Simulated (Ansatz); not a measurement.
Converging the k-point mesh: HfN (I4mm, 2 atoms in the cell)

```xyz
2
Lattice="0.0000 2.2487 2.2487 2.2487 0.0000 2.2487 2.2487 2.2487 0.0000" Properties=species:S:1:pos:R:3 pbc="T T T"
Hf     0.0000     0.0000     0.0500
N      2.2487     2.2487     2.2487
```

Method: PBEsol, default PAW files made with PBE (plane waves; Ansatz, a quantum-chemistry and plane-wave program).

Base settings: basis.ecutwfc = 420 eV; kpoints.mp_grid.grid = 13 13 13; hamiltonian.xc = pbesol; hamiltonian.pseudopotentials = {kind: paw} (the program's default PAW files); scf.occupations.method = fermi_dirac; scf.occupations.width = 0.1 eV.

The second cell is the first with its lattice scaled by 0.98.

Only quantities that move along the ladder and can be compared are tabulated.

The count of work is k-points × plane waves × bands × iterations; it is no time. Core times come from one kind of shared machine, to one figure; runs under 30 s give none.

The starting cell has typed, rounded lattice constants, without a prior relaxation at this level. Its lattice was rescaled by up to half a per cent. One atom was moved a little off its site on purpose. Ansatz's pressure includes its estimate of the finite-basis (Pulay) stress.

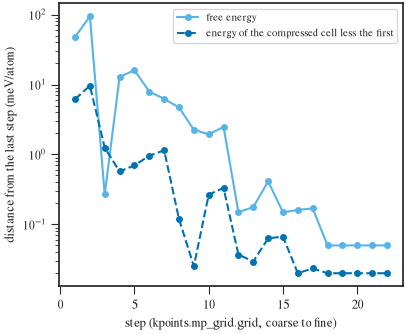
Figure. Distance from the last step along the ladder; very small values are drawn at a floor.

```csv
kpoints.mp_grid.grid,free energy less the last step's (meV/atom),energy of the compressed cell less the first (meV/atom),pressure (GPa),largest difference of a force vector from the last step's (eV/Å),count of work / last,core time / last (rough)
2 2 2,47.65,50.45,2.25,0.583,0.00082,–
3 3 3,94.61,53.90,3.24,0.197,0.0011,–
4 4 4,-0.27,45.53,1.41,0.008,0.0027,–
5 5 5,-12.86,43.71,1.12,0.036,0.0032,–
6 6 6,-16.01,43.59,1.03,0.019,0.0053,–
7 7 7,7.94,45.24,1.42,0.007,0.0071,–
8 8 8,6.23,45.43,1.43,0.003,0.012,–
9 9 9,-4.70,44.17,1.16,0.010,0.015,–
10 10 10,2.26,44.31,1.22,0.010,0.021,–
11 11 11,1.94,44.55,1.26,0.002,0.026,–
12 12 12,-2.47,43.95,1.12,0.003,0.034,–
13 13 13,0.15,44.32,1.20,0.001,0.040,–
15 15 15,-0.18,44.26,1.19,0.001,0.059,–
16 16 16,-0.41,44.22,1.18,0.000,0.072,–
18 18 18,0.15,44.35,1.20,0.000,0.099,–
20 20 20,0.16,44.29,1.20,0.000,0.13,0.2
22 22 22,-0.17,44.26,1.19,0.000,0.17,–
25 25 25,-0.04,44.27,1.19,0.000,0.24,0.3
27 27 27,0.04,44.30,1.20,0.000,0.30,0.3
30 30 30,0.02,44.29,1.19,0.000,0.41,0.6
34 34 34,0.02,44.28,1.19,0.000,0.59,0.6
37 37 37,0.01,44.29,1.19,0.000,0.74,0.6
41 41 41,0.00,44.29,1.19,0.000,1.0,1
```

Coarsest kpoints.mp_grid.grid that holds the pressure within 0.1 GPa of the last step, with all finer ones: 9 9 9, at 0.015 of the last step's count of work; the step before is off by 0.24 GPa.

Coarsest kpoints.mp_grid.grid that holds the free energy within 1 meV/atom of the last step, with all finer ones: 13 13 13, at 0.040 of the last step's count of work; the step before is off by 2.5 meV/atom.

Coarsest kpoints.mp_grid.grid that holds the energy of the compressed cell less the first within 2 meV/atom of the last step, with all finer ones: 4 4 4, at 0.0027 of the last step's count of work; the step before is off by 9.6 meV/atom.

The energy difference between the two cells stays within 1 meV/atom of the last step's from 9 9 9 on, the total only from 13 13 13 on: much of the error is common to both cells and cancels.

Keys are those of Ansatz 0.2.
